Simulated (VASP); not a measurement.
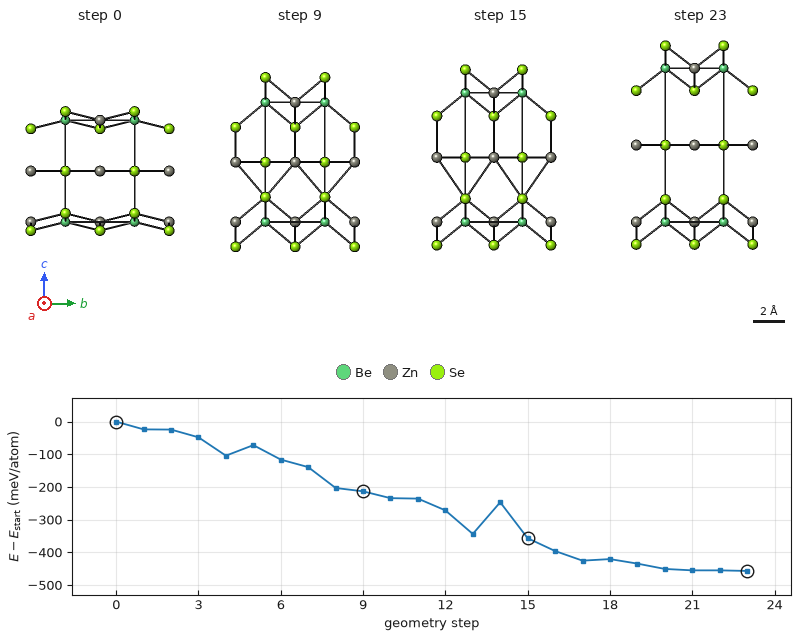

Frames of a relaxation of a crystal of BeZn2Se3 (a generated structure, set up in P-4m2), marked on the history of the run. A ball-and-stick model of the cell of the calculation, seen along the a axis.

The run lets cell and atoms move.

The calculation used Kohn-Sham DFT of a periodic cell, PBE, VASP PAW PBE potentials, recommended (VASP 6.6.1).

Input
```
PREC = Normal
ENCUT = 520
EDIFF = 1E-4
ISMEAR = 0
SIGMA = 0.15
LREAL = False
LASPH = True
NELM = 60
ALGO = Fast
ISIF = 3
LWAVE = False
LCHARG = False
GGA = PE
IBRION = 2
NSW = 24
EDIFFG = -0.08
```

Launched with:
```bash
cat potpaw_PBE.64/Be/POTCAR potpaw_PBE.64/Zn/POTCAR potpaw_PBE.64/Se/POTCAR > POTCAR
mpirun -np 1 vasp_std > vasp.out
```

What happens along the run?

The largest moves relative to the cell, 0.61 Å, are those of Se atoms. Zn and Be stay in place. Cell: a = b 4.512 → 3.799 Å (−15.8 %), c 6.639 → 10.031 Å (+51.1 %). Volume +7.1 %. Near-neighbour distances that change, for instance: Se–Zn 3.190 → 2.686 Å, Be–Se 2.325 → 2.398 Å, Se–Zn 2.325 → 2.398 Å. Bond angles that change, for instance: Se–Be–Se 151.9° → 104.8°, Se–Zn–Se 151.9° → 104.8°, Be–Se–Be 151.9° → 104.8°. The space group stays P-4m2 (No. 115). After 23 geometry steps the energy has fallen by 457 meV per atom. The largest force component goes from 1.2 to 0.045 eV/Å. Pressure: 2.46 GPa at the start and 0.34 GPa at the end. From step 0 to 9: Se atoms move most (0.96 Å), volume −13.0 %, energy −213 meV per atom. From step 9 to 15: Se atoms move most (0.24 Å), volume −1.0 %, energy −143 meV per atom. From step 15 to 23: Se atoms move most (0.34 Å), volume +24.3 %, energy −100 meV per atom.

Limits of the set-up: layers or molecules are held without a dispersion correction, so their spacing is unreliable.
